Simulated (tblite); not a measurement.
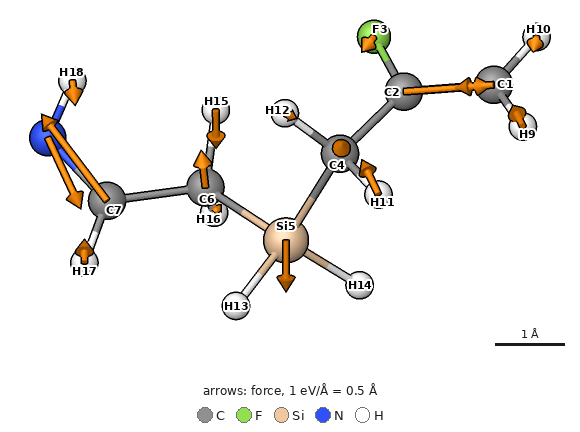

Starting geometry of C5H10FNSi with the computed forces as orange arrows. The picture is a ball-and-stick view, seen at a tilt.

The calculation used tblite 0.8.0, GFN2-xTB geometry optimisation, gas phase. 

Question: Is this structure relaxed? If not, where do the atoms go?

Answer: It isn't relaxed: the largest force vector, on a C atom, is 3.36 eV/Å. The final displacements have little in common with the starting forces (cosine between the two patterns 0.14). After 145 geometry steps the energy has fallen by 0.720 eV. The atom that moves furthest after the best rigid fit is an H atom (1.63 Å). Largest moves by element: H 1.63 Å, N 1.26 Å, F 0.62 Å, C 0.45 Å, Si 0.28 Å. Near-neighbour distances that change, for instance: C–Si 1.854 → 1.920 Å, C–N 1.303 → 1.254 Å, C–H 1.138 → 1.091 Å, C–Si 1.868 → 1.913 Å. Bond angles that change, for instance: C–C–N 119.0° → 128.2°, F–C–C 121.1° → 112.7°, C–C–C 122.3° → 128.8°. Groups turn about C–C by about 55°, C–Si by about 45°.
